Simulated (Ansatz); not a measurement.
# VBiO4 (I4_1/a): band gap by G0W0 on PBE, part 2 of 3

Wanted: the gap of VBiO4 (I4_1/a) with a many-body correction, and the time that it takes.

Ansatz 0.2.0; PBE, then G0W0 on it, plane waves, PAW. Known limits of the many-body steps: finite bands, screening cutoff and k mesh; no spin-orbit coupling in G0W0; no spin polarisation.

So far. Step 2 (Bands along the symmetry lines): Over mesh and path the gap is 2.108 eV, from k = (0.000, 0.000, 0.350) to k = (0.167, -0.167, -0.333). The least direct gap found is 2.196 eV, at k = (-0.239, 0.239, 0.239). The pressure in this cell is 4 GPa; the cell is kept.

**3. G0W0 on the 4×4×4 mesh**

G0W0 replaces the xc potential by a self-energy built once from the orbitals of the start. Levels are corrected in the window of bands that the input names, at points of the mesh.

This step: G0W0 on PBE, plane waves, PAW; PAW set soft_1.

Input file input.yaml:

```yaml
crystal:
  lattice:
    - [-2.56105292, 2.56105292, 5.7960647]
    - [2.56105292, -2.56105292, 5.7960647]
    - [2.56105292, 2.56105292, -5.7960647]
  atoms:
    - { symbol: V, position: [0.5, 0.5, 0.0] }
    - { symbol: V, position: [0.25, 0.75, 0.5] }
    - { symbol: Bi, position: [0.0, 0.0, 0.0] }
    - { symbol: Bi, position: [0.75, 0.25, 0.5] }
    - { symbol: O, position: [0.17085109, 0.56190276, 0.89100626] }
    - { symbol: O, position: [0.31190276, 0.9208965, 0.89105167] }
    - { symbol: O, position: [0.02984483, 0.42085109, 0.10894833] }
    - { symbol: O, position: [0.6708965, 0.27984483, 0.10899374] }
    - { symbol: O, position: [0.0791035, 0.97015517, 0.39100626] }
    - { symbol: O, position: [0.72015517, 0.82914891, 0.39105167] }
    - { symbol: O, position: [0.57914891, 0.68809724, 0.60899374] }
    - { symbol: O, position: [0.43809724, 0.3291035, 0.60894833] }
kpoints:
  mp_grid: { grid: [4, 4, 4] }
hamiltonian:
  xc: pbe
  pseudopotentials: { kind: paw, azcp: { folder: soft_1 } }
scf:
  occupations: { method: fixed }
gw:
  n_empty_bands: 833
  ecut_chi: 180.0
  qp_bands: [v4, c4]
  qp_kpoints: band_edges
  screening: { model: contour_deformation }
```

Run with:

```console
> ansatz run input.yaml --threads 2 --pin off --max-ram 92160MiB --backend cuda --events-out ev --progress --plain --runs-dir out --devices 1 --max-vram 13GiB
```

Numbers of over 12 decimals in the logs are rounded to 6 here.

The log of the run:

```text
GPUs: using 1 of 1 available (devices: 1).
[...]
GPU FFT provider: cuFFT
GPU libraries: cuBLAS 13.8.2, cuFFT 12.4.0, cuSOLVER 12.3.4
Crystal: 12 atoms, lattice volume = 152.065 Å³
Basis set: ecut = 420 eV, 2995 PW (Γ)
Bands: 64, of which v1, the nominal top of the filled ones, is band 52 counted from 1 (51 counted from 0)
Symmetry: 8 space group operations
[...]
k-points: 14 of 64
[...]
GPU buffer pool allocated for 110592 grid points (all kernels)
[...]
SCF iter   1: F=—  HF=-35169.242722 eV  |F-HF|=—  |Δ(HF+E_count)|=         —  Δρ=7.90e-2  dr2=1.66e1  ethr=3.10e-3  ⟨swp⟩=4.0  Hψ=2631  notcnv=0  defer=110
[...]
SCF iter  10: F=-35166.499152 eV  HF=-35166.499152 eV  |F-HF|=1.86e-8  |Δ(HF+E_count)|=   2.33e-7  Δρ=4.03e-6  dr2=2.95e-8  ethr=9.62e-11  ⟨swp⟩=9.2  Hψ=3044  notcnv=0
SCF 1 converged in 10 iterations: F = -35166.499152 eV  dr2 = 2.95e-8
[...]
NSCF: frozen V_eff on 14 k-points
the band table was solved once the SCF had ended and its energy, with any forces and stress, was formed, with the checks that follow a solve (3266 applications of the Hamiltonian). They found nothing against the state; the energy, forces and stress were not computed again (output.eigenvalues in the input reference)
[...]
G₀W₀ screening: q 1/14
[... further progress lines ...]
[...]
SCF converged after 10 iterations
Free energy (F): -35166.499152 eV
[...]
Internal energy: -35166.499152 eV  (E = F + TS)
E sigma→0 (E₀):  -35166.499152 eV
Fermi energy:    8.798492 eV
[...]
--- Band table (eV; the first three rows and the last of 14) ---
  k-point 0: bands = [... 48 lower, 7.8973, 8.1675, 8.1675, 8.3826, 11.2350, 11.6956, 11.9455, 12.2137, ... 8 higher]
  k-point 1: bands = [... 48 lower, 7.7335, 7.8526, 8.2473, 8.7475, 11.4027, 11.4819, 11.5959, 11.9156, ... 8 higher]
  k-point 2: bands = [... 48 lower, 7.9235, 7.9235, 8.5614, 8.5614, 11.6199, 11.6199, 11.8655, 11.8655, ... 8 higher]
  k-point 13: bands = [... 48 lower, 7.8879, 7.8879, 8.1049, 8.1049, 11.7739, 11.7739, 11.8534, 11.8534, ... 8 higher]
--- G₀W₀: contour deformation, 7 samples at zero and on the imaginary axis and 1 off it, 64 q-points, 833 empty bands' worth ---
  eigenvalues of the whole cell's RPA ε∞ on this k-mesh (on a slab, of 1 + 4πα/V) = 6.0490, 7.2491, 7.2491; static W/v taken at q = 0 is 0.144616
  bands read: the sum over 885 bands ends inside a degenerate multiplet in 3 slots, whose members it reads at an even weight; the widest, k=2: bands 885 to 886 (counted from 1) at 1/2 each
  gw.qp_kpoints: band_edges: 14 of 14 stored k-points solved, in 1 pass; an edge of the gap read off the rows below is read off those points alone
    ik  band        ε_KS         Σx   Σc(E_QP)       V_xc       Z   E_QP_lin       E_QP  E_QP is
     0    49      7.8973   -23.7982     3.0833   -20.3640  0.7192     7.5438     7.5464  root
     0    50      8.1675   -25.6311     4.6318   -20.5799  0.7042     7.7441     7.7481  root
     0    51      8.1675   -25.6311     4.6318   -20.5799  0.7042     7.7441     7.7481  root
     0    52      8.3826   -25.8368     4.1091   -21.3616  0.7165     8.0139     8.0164  root
     0    53     11.2350   -15.9519    -6.0727   -23.0568  0.7172    12.2903    12.2671  root
     0    54     11.6956   -16.6054    -6.0914   -23.7569  0.7109    12.7824    12.7556  root
     0    55     11.9455   -17.2094    -6.6038   -24.8968  0.6786    13.0707    13.0290  root
     0    56     12.2137   -17.4396    -6.4949   -24.9346  0.6773    13.2563    13.2138  root
     1    49      7.7335   -25.2343     4.6656   -20.1320  0.6987     7.2919     7.2968  root
     1    50      7.8526   -25.5543     4.7335   -20.3896  0.7000     7.4169     7.4215  root
     1    51      8.2473   -25.8204     4.5668   -20.8574  0.7057     7.8476     7.8510  root
     1    52      8.7475   -24.1864     2.8139   -21.0594  0.7313     8.4328     8.4344  root
     1    53     11.4027   -15.8116    -6.0257   -22.8357  0.7185    12.4235    12.4012  root
     1    54     11.4819   -16.6560    -6.0062   -23.6584  0.7042    12.5033    12.4781  root
     1    55     11.5959   -16.0297    -6.0699   -23.0953  0.7069    12.6169    12.5916  root
     1    56     11.9156   -16.9741    -6.3168   -24.3645  0.6932    13.0232    12.9891  root
     2    49      7.9235   -25.4550     4.6472   -20.3864  0.7009     7.4978     7.5022  root
     2    50      7.9235   -25.4550     4.6472   -20.3864  0.7009     7.4978     7.5022  root
     2    51      8.5614   -24.5297     3.1178   -21.0282  0.7322     8.1751     8.1777  root
     2    52      8.5614   -24.5297     3.1178   -21.0282  0.7322     8.1751     8.1777  root
     2    53     11.6199   -16.7281    -6.3074   -24.0805  0.6929    12.6968    12.6648  root
     2    54     11.6199   -16.7281    -6.3074   -24.0805  0.6929    12.6968    12.6648  root
     2    55     11.8655   -16.1130    -6.0683   -23.2094  0.7110    12.9196    12.8935  root
     2    56     11.8655   -16.1130    -6.0683   -23.2094  0.7110    12.9196    12.8935  root
     3    49      8.0169   -25.6115     4.3469   -20.8756  0.7082     7.6246     7.6279  root
     3    50      8.0381   -25.2222     4.4139   -20.3879  0.7075     7.6137     7.6178  root
     3    51      8.1240   -25.5843     4.4461   -20.7448  0.7046     7.7272     7.7307  root
     3    52      8.4390   -24.3165     3.1112   -20.8819  0.7240     8.1136     8.1155  root
     3    53     11.2727   -15.9107    -6.0788   -23.0017  0.7174    12.3077    12.2849  root
     3    54     11.5979   -16.3654    -6.1625   -23.5608  0.7068    12.6577    12.6308  root
     3    55     11.7479   -16.7709    -6.2969   -24.1117  0.6923    12.8242    12.7918  root
     3    56     11.8887   -16.8824    -6.1468   -24.0477  0.6979    12.9370    12.9071  root
     4    49      7.7461   -25.4694     4.5138   -20.5469  0.7026     7.3333     7.3374  root
     4    50      7.9195   -25.5697     4.4785   -20.6845  0.7028     7.5089     7.5128  root
     4    51      8.3683   -25.3146     3.8273   -21.1214  0.7174     7.9997     8.0024  root
     4    52      8.7985   -24.6115     3.0450   -21.2218  0.7321     8.4518     8.4538  root
     4    53     11.1213   -15.8241    -6.0651   -22.8800  0.7123    12.1348    12.1121  root
     4    54     11.6644   -16.2383    -6.2849   -23.5540  0.7012    12.7242    12.6952  root
     4    55     11.8457   -16.1307    -5.9553   -23.0880  0.7142    12.8719    12.8477  root
     4    56     11.8595   -16.8502    -6.3735   -24.2983  0.6931    12.9682    12.9341  root
[...]
12    53     11.3058   -16.1981    -6.0212   -23.2174  0.7075    12.3283    12.3039  root
    12    54     11.6983   -16.8465    -6.3878   -24.2806  0.6912    12.7777    12.7446  root
    12    55     11.9007   -16.9267    -6.5033   -24.5381  0.6925    13.0442    13.0088  root
    12    56     11.9285   -16.1329    -6.0538   -23.1987  0.7114    12.9663    12.9406  root
    13    49      7.8879   -25.1066     3.8734   -20.8845  0.7117     7.5366     7.5392  root
    13    50      7.8879   -25.1066     3.8734   -20.8845  0.7117     7.5366     7.5392  root
    13    51      8.1049   -25.6322     4.5966   -20.6261  0.7023     7.6915     7.6954  root
    13    52      8.1049   -25.6322     4.5966   -20.6261  0.7023     7.6915     7.6954  root
    13    53     11.7739   -17.0069    -6.4628   -24.5359  0.6885    12.8756    12.8400  root
    13    54     11.7739   -17.0069    -6.4628   -24.5359  0.6885    12.8756    12.8400  root
    13    55     11.8534   -16.8140    -6.3635   -24.2603  0.6973    12.9686    12.9363  root
    13    56     11.8534   -16.8140    -6.3635   -24.2603  0.6973    12.9686    12.9363  root
```

It took 4.4 min on 1 × NVIDIA H100 80GB HBM3 (shared by 6 runs) with 2 threads of AMD EPYC 7R13 (Zen 3), shared host; peak memory 3.4 GiB; 7.5 min of CPU time.

This step gave:

```yaml
bands_summed: 885
rpa_eps_infinity_on_this_mesh_eigenvalues: 6.049, 7.249, 7.249
plane_waves_in_the_screening_matrix: 841
q_points_in_the_mesh: 64
g0w0_gap_over_the_corrected_points: 3.557 eV
k_of_the_valence_top: 0, 0.25, 0.25
k_of_the_conduction_bottom: 0, -0.5, 0
starting_gap_on_the_mesh: 2.217 eV
z_at_the_valence_top: 0.7321
z_at_the_conduction_bottom: 0.7140
least_direct_g0w0_gap_over_the_corrected_points: 3.559 eV
```

Over all 14 irreducible mesh points the G0W0 gap is 3.557 eV, from k = (0.000, 0.250, 0.250) to k = (0.000, -0.500, 0.000). The PBE gap of this run on the mesh is 2.217 eV. The two states that bound the G0W0 gap lie that far apart at the start, so the correction of the gap is 3.557 − 2.217 = +1.340 eV. The start of this run differs from the step before in mesh (6×6×6 and 4×4×4).

Labels follow the order of the start: v1 is the top filled band, c1 the lowest empty one; levels that stay degenerate share a row, the window can cut a multiplet, doubted levels are not marked in this list, bands outside the window were not corrected, and the list may be a part of the corrected levels. Levels before and after the correction, in eV, zero at the valence-band top of each column:

```csv
,conduction bottom,valence top
Kohn-Sham,2.22,0.00
G0W0,3.56,0.00
```

```csv
,level,occupation,energy (eV)
Kohn-Sham,(0 0.25 0.25) v3,2,-0.879
Kohn-Sham,(0 0.25 0.25) v2,2,-0.430
Kohn-Sham,(0 0.25 0.25) v1,2,0.000
Kohn-Sham,(0 0.25 0.25) c1,0,2.323
Kohn-Sham,(0 0.25 0.25) c2,0,2.866
Kohn-Sham,(0 0.25 0.25) c3,0,3.047
Kohn-Sham,(0 -0.5 0) v3,2,-0.929
Kohn-Sham,(0 -0.5 0) v2,2,-0.459
Kohn-Sham,(0 -0.5 0) v1,2,-0.066
Kohn-Sham,(0 -0.5 0) c1,0,2.217
Kohn-Sham,(0 -0.5 0) c2,0,2.647
Kohn-Sham,(0 -0.5 0) c3,0,3.051
G0W0,(0 0.25 0.25) v3,2,-0.941
G0W0,(0 0.25 0.25) v2,2,-0.451
G0W0,(0 0.25 0.25) v1,2,0.000
G0W0,(0 0.25 0.25) c1,0,3.658
G0W0,(0 0.25 0.25) c2,0,4.241
G0W0,(0 0.25 0.25) c3,0,4.394
G0W0,(0 -0.5 0) v3,2,-0.986
G0W0,(0 -0.5 0) v2,2,-0.454
G0W0,(0 -0.5 0) v1,2,-0.061
G0W0,(0 -0.5 0) c1,0,3.557
G0W0,(0 -0.5 0) c2,0,3.979
G0W0,(0 -0.5 0) c3,0,4.429
```

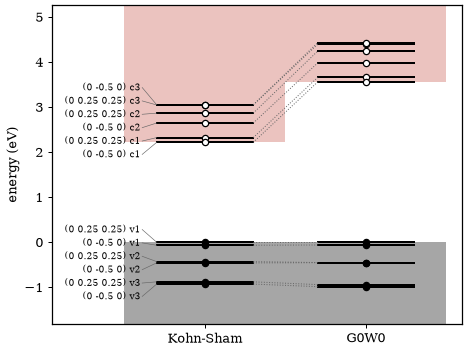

Levels before and after the correction. Shaded: valence and conduction bands. Filled marks are occupied levels, open marks empty ones.

The parts of the quasiparticle energy for the two states that bound the G0W0 gap, in eV on the run's own scale (QP = start + Σx + Σc − Vxc, with Σc at the quasiparticle energy):

```csv
edge,k,band,start,Σx,Σc,Vxc,Z,QP
valence top,"(0.000, 0.250, 0.250)",52,8.799,−24.611,3.045,−21.222,0.732,8.454
conduction bottom,"(0.000, -0.500, 0.000)",53,11.016,−15.747,−6.146,−22.888,0.714,12.011
```

(Continued in part 3 of 3.)

[Paths, hosts, dates, memory and timing lines, banners, echoed tables and standing remarks are left out of the program output.]

[Logs are printed without paths, hosts, clocks, repeated set-up lines and the standing remarks that a program may print on its own settings, such as how far it seeks lower states.]

[Runs of the session that timed out or met a known fault of the program may be left out.]

[Cells called generated may have been cut or substituted from an entry of the Crystallography Open Database or the Materials Project.]

[Hosts, paths, dates, database ids (printed as entryN), source tags and the programs' standing remarks are cut or masked in the printed files.]

[Where an RPA ε∞ is given, it is that of the G0W0 mesh and is not shown converged in it. Names of k-points follow the symmetry that the program found, which can be lower than the space group named. Band edges on a path are those of the sampled points; other points can move an edge, and change direct to indirect where valleys lie close.]

[Hybrid gaps are those of their k-mesh and are not shown converged in it.]
